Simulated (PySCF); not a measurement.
Run report: CH₄F₂OSi, polarizability calculation

System: CH₄F₂OSi, SMILES C[Si](O)(F)F.
Method: HF/6-31G*, RHF (PySCF 2.14.0).

The run did not end well. The geometry comes from this level: PBE0-D4/def2-TZVP.

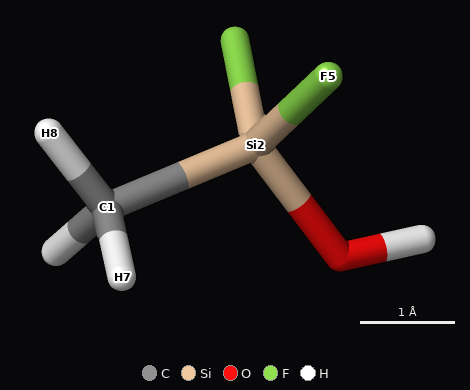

The input geometry (stick view, seen at a tilt; atoms are numbered from 1 in the order of the input). Bond lengths as drawn: C–H 1.09 Å, C–Si 1.83 Å, F–Si 1.59 Å, H–O 0.96 Å and O–Si 1.62 Å.

What the run reported

| quantity | value |
| --- | --- |
| outcome | ended with an error |
| total energy | −603.046643 hartree |
| basis functions | 82 |
| HOMO | −13.65 eV |
| LUMO | 5.01 eV |
| dipole moment | 0.99 D |
| hardware | 1 thread of Arm Neoverse V1, 24 GiB of memory available, shared host |
| wall time | 11 s |
| peak memory | 0.11 GiB |

Diagnosis

The run ended with an error: “RuntimeError”

Input (input.py)
```python
import numpy
from pyscf import gto, scf
from pyscf.prop.polarizability import rhf

mol = gto.M(
    atom='''
C   -1.189400   0.338900  -0.162200
Si   0.580100  -0.130700  -0.192500
O    1.083400  -0.479900   1.308000
F    0.827400  -1.374000  -1.151900
F    1.471900   1.032700  -0.807900
H   -1.795500  -0.480100   0.229600
H   -1.342100   1.213300   0.473300
H   -1.540100   0.577500  -1.168100
H    1.992700  -0.743900   1.454700
''',
    verbose=4,
    basis='6-31g*',
    charge=0,
    max_memory=40,
)

mf = scf.RHF(mol)
mf.direct_scf_tol = 1e-05
mf.max_cycle = 60
mf.conv_tol = 1e-08
mf.kernel()

e_tot = mf.e_tot
print('E = %.10f Eh' % e_tot)
pol = rhf.Polarizability(mf)
alpha = pol.polarizability()
print('isotropic polarizability %.4f bohr^3' % (numpy.trace(alpha) / 3))
alpha_w = pol.polarizability_with_freq(freq=0.0774)
beta = pol.hyper_polarizability()
```

Run as:
```bash
OMP_NUM_THREADS=1 python input.py
```

What the program printed
```
PySCF version 2.14.0

[INPUT] num. atoms = 9
[INPUT] num. electrons = 50
[INPUT] charge = 0
[INPUT] spin (= nelec alpha-beta = 2S) = 0
[INPUT] symmetry False subgroup None
[INPUT] Mole.unit = angstrom
[INPUT] Symbol           X                Y                Z      unit          X                Y                Z       unit  Magmom
[INPUT]  1 C     -1.189400000000   0.338900000000  -0.162200000000 AA   -2.247640252558   0.640428183615  -0.306513577404 Bohr   0.0
[INPUT]  2 Si     0.580100000000  -0.130700000000  -0.192500000000 AA    1.096230124860  -0.246987204481  -0.363772278979 Bohr   0.0
[INPUT]  3 O      1.083400000000  -0.479900000000   1.308000000000 AA    2.047329283354  -0.906879567179   2.471761770931 Bohr   0.0
[INPUT]  4 F      0.827400000000  -1.374000000000  -1.151900000000 AA    1.563559395465  -2.596483695152  -2.176775522886 Bohr   0.0
[INPUT]  5 F      1.471900000000   1.032700000000  -0.807900000000 AA    2.781487882747   1.951520168838  -1.526709736036 Bohr   0.0
[INPUT]  6 H     -1.795500000000  -0.480100000000   0.229600000000 AA   -3.393003256657  -0.907257512404   0.433881118200 Bohr   0.0
[INPUT]  7 H     -1.342100000000   1.213300000000   0.473300000000 AA   -2.536201431779   2.292804706935   0.894407374757 Bohr   0.0
[INPUT]  8 H     -1.540100000000   0.577500000000  -1.168100000000 AA   -2.910367204443   1.091316836936  -2.207389086104 Bohr   0.0
[INPUT]  9 H      1.992700000000  -0.743900000000   1.454700000000 AA    3.765657248421  -1.405767264064   2.748984593405 Bohr   0.0

nuclear repulsion = 263.489156677098
number of shells = 40
number of NR pGTOs = 175
number of NR cGTOs = 82
basis = 6-31g*
ecp = {}

******** <class 'pyscf.scf.hf.RHF'> ********
method = RHF
initial guess = minao
damping factor = 0
level_shift factor = 0
DIIS = <class 'pyscf.scf.diis.CDIIS'>
diis_start_cycle = 1
diis_space = 8
diis_damp = 0
SCF conv_tol = 1e-08
SCF conv_tol_grad = None
SCF max_cycles = 60
direct_scf = True
direct_scf_tol = 1e-05
Set gradient conv threshold to 0.0001
Initial guess from minao.
init E= -603.411473464131
  HOMO = -0.400964068677148  LUMO = 0.0752814910148123  gap/eV = 12.95930
cycle= 1 E= -602.9427618283  delta_E= 0.469  |g|= 0.745  |ddm|= 2.51
  HOMO = -0.476497722719716  LUMO = 0.17645460219229  gap/eV = 17.76774
cycle= 2 E= -603.025856369115  delta_E= -0.0831  |g|= 0.404  |ddm|= 0.711
  HOMO = -0.500425114645348  LUMO = 0.177447660818725  gap/eV = 18.44586
cycle= 3 E= -603.052659987993  delta_E= -0.0268  |g|= 0.0471  |ddm|= 0.243
  HOMO = -0.500260299569048  LUMO = 0.183182128442017  gap/eV = 18.59742
cycle= 4 E= -603.053066712801  delta_E= -0.000407  |g|= 0.00751  |ddm|= 0.0619
  HOMO = -0.501508477913831  LUMO = 0.182391388011043  gap/eV = 18.60986
cycle= 5 E= -603.053596157267  delta_E= -0.000529  |g|= 0.00328  |ddm|= 0.0152
  HOMO = -0.501589904071194  LUMO = 0.18227344561608  gap/eV = 18.60887
cycle= 6 E= -603.054391847139  delta_E= -0.000796  |g|= 0.00393  |ddm|= 0.00622
  HOMO = -0.501595388059255  LUMO = 0.182298743463771  gap/eV = 18.60971
cycle= 7 E= -603.05601997263  delta_E= -0.00163  |g|= 0.00561  |ddm|= 0.00134
  HOMO = -0.50156128462603  LUMO = 0.182170641701719  gap/eV = 18.60529
cycle= 8 E= -603.055775260819  delta_E= 0.000245  |g|= 0.00487  |ddm|= 0.00238
  HOMO = -0.501576850477166  LUMO = 0.182345670522101  gap/eV = 18.61048
cycle= 9 E= -603.055424522991  delta_E= 0.000351  |g|= 0.00397  |ddm|= 0.00417
  HOMO = -0.501645622253999  LUMO = 0.182505623953645  gap/eV = 18.61670
cycle= 10 E= -603.054315469618  delta_E= 0.00111  |g|= 0.00317  |ddm|= 0.00261
  HOMO = -0.501651452182227  LUMO = 0.182541165320391  gap/eV = 18.61783
[... cycles 11 to 50 left out ...]
cycle= 51 E= -603.048523599067  delta_E= -0.000178  |g|= 0.00193  |ddm|= 0.000447
  HOMO = -0.501664453154575  LUMO = 0.184019136089185  gap/eV = 18.65840
cycle= 52 E= -603.048254783961  delta_E= 0.000269  |g|= 0.0019  |ddm|= 0.00127
  HOMO = -0.501652396094575  LUMO = 0.184036113953495  gap/eV = 18.65853
cycle= 53 E= -603.048278778331  delta_E= -2.4e-05  |g|= 0.00194  |ddm|= 0.00126
  HOMO = -0.50166930136978  LUMO = 0.183996380782021  gap/eV = 18.65791
cycle= 54 E= -603.0475030594  delta_E= 0.000776  |g|= 0.00197  |ddm|= 0.000659
  HOMO = -0.501669656876859  LUMO = 0.183968510362249  gap/eV = 18.65716
cycle= 55 E= -603.047461553883  delta_E= 4.15e-05  |g|= 0.00219  |ddm|= 0.00145
  HOMO = -0.501675133386591  LUMO = 0.183965073020482  gap/eV = 18.65722
cycle= 56 E= -603.046816307405  delta_E= 0.000645  |g|= 0.00267  |ddm|= 0.000641
  HOMO = -0.501622197136462  LUMO = 0.184025449276501  gap/eV = 18.65742
cycle= 57 E= -603.046706453582  delta_E= 0.00011  |g|= 0.00286  |ddm|= 0.00388
  HOMO = -0.501649521712229  LUMO = 0.184023179671921  gap/eV = 18.65810
cycle= 58 E= -603.046356370731  delta_E= 0.00035  |g|= 0.00329  |ddm|= 0.000856
  HOMO = -0.501668872487365  LUMO = 0.184052023695378  gap/eV = 18.65942
cycle= 59 E= -603.046342214623  delta_E= 1.42e-05  |g|= 0.0033  |ddm|= 0.00109
  HOMO = -0.501656638109909  LUMO = 0.183991874231886  gap/eV = 18.65745
cycle= 60 E= -603.046642769226  delta_E= -0.000301  |g|= 0.00277  |ddm|= 0.00194
```

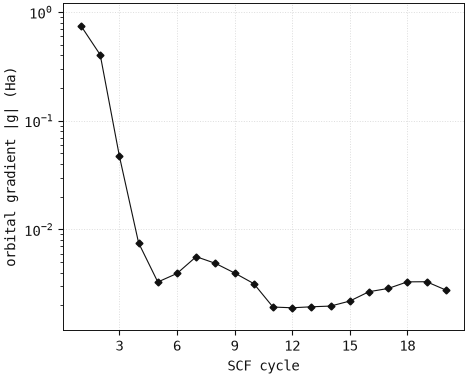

Convergence of the self-consistent field: orbital gradient |g| against the SCF cycle. All cycles printed in the log are drawn one after another.

```
SCF not converged.
SCF energy = -603.046642769226
E = -603.0466427692 Eh
RuntimeError: Krylov solver failed to converge.
```
